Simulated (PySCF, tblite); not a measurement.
**C₆H₁₀NSi radical: geometry, infrared bands and EPR parameters**

Wanted: the infrared bands and EPR parameters of C₆H₁₀NSi radical (`C=N[SiH2]C#CC[CH]C`), by calculation.

Computed with tblite 0.8.0 and PySCF 2.14.0, with density-fitted response routines of our own, on a single molecule in the gas phase. Atoms are numbered from 0 throughout.

### Step 1. The starting structure

18 atoms, charge 0, multiplicity 2; geometry from: force field or distance geometry start.

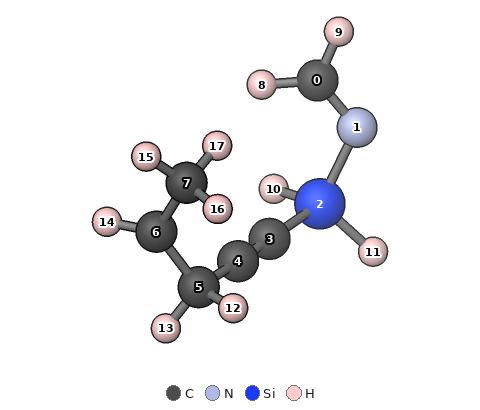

As it starts; carbon dark grey, nitrogen light blue, silicon blue, hydrogen pink, atoms numbered.

### Step 2. Relaxing the molecule with GFN2-xTB

What the job is given:

```
{"job": {"kind": "relax", "xc": "GFN2-xTB", "basis": "xTB"}, "charge": 0, "multiplicity": 2}
C      2.954700     1.173500    -0.249200
N      3.261500     0.285400     0.609100
Si     2.608000    -1.311700     0.363500
C      0.730900    -1.220300     0.331500
C     -0.469000    -1.153500     0.326700
C     -1.935800    -1.050500     0.296300
C     -2.347000     0.076500    -0.593400
C     -2.357200     1.475300    -0.074400
H      2.299200     1.011100    -1.126400
H      3.336400     2.198300    -0.125400
H      3.098700    -1.787200    -0.952100
H      3.083200    -2.208300     1.434800
H     -2.326300    -0.897800     1.321100
H     -2.362500    -1.983200    -0.078100
H     -2.466100    -0.099500    -1.650400
H     -2.959400     2.105800    -0.732000
H     -2.808400     1.522800     0.922100
H     -1.349500     1.869600    -0.035400
```

Started as:

```console
$ OMP_NUM_THREADS=1 python probes_run.py task.json out
```

This one command runs all jobs of the session in turn.

**Question.** This job is followed by: GFN2-xTB harmonic vibrations, gas phase; UKS B3LYP, pcH-1 on C H N Si, non-relativistic, mean-field spin-orbit, GIAO. What will the session give for the following? strongest single infrared mode (GFN2-xTB); zero-point energy (GFN2-xTB); g(iso) (B3LYP); ⟨S²⟩; largest a(iso) (averaged by class); potential on the surface of density 0.002 e/bohr³, 1st and 99th percentile.

The runs gave:

| quantity | value |
| --- | --- |
| strongest single infrared mode (GFN2-xTB) | 2246 cm⁻¹, 424 km/mol |
| zero-point energy (GFN2-xTB) | 83.6 kcal/mol |
| g(iso) (B3LYP) | 2.00259 |
| ⟨S²⟩ | 0.754 (exact 0.75) |
| largest a(iso) (averaged by class) | 13C on C6, 111.9 MHz |
| potential on the surface of density 0.002 e/bohr³, 1st and 99th percentile | -1.41 V and 0.93 V |

What this shows: The optimisation took 109 steps and gained 0.266 eV; among the close pairs (by a distance rule), Si2–C3 changed most, from 1.880 to 1.850 Å. The lowest mode is slightly imaginary (16i cm⁻¹), a soft motion within the noise of the Hessian, so the minimum is not strictly shown. The strongest single mode, at 2246 cm⁻¹, moves mainly H10 and H11. Unscaled tight-binding wavenumbers are off by several per cent, some by more. Its intensities can rank the bands wrongly. C6 carries the largest spin population, 1.01 e. The isotropic g lies 0.3 ppt above the free-electron value. These values are for one conformer; the search (at its own cheap level) found 2 more, at 0.47, 1.51 kcal/mol, and measured spectra average over such forms.
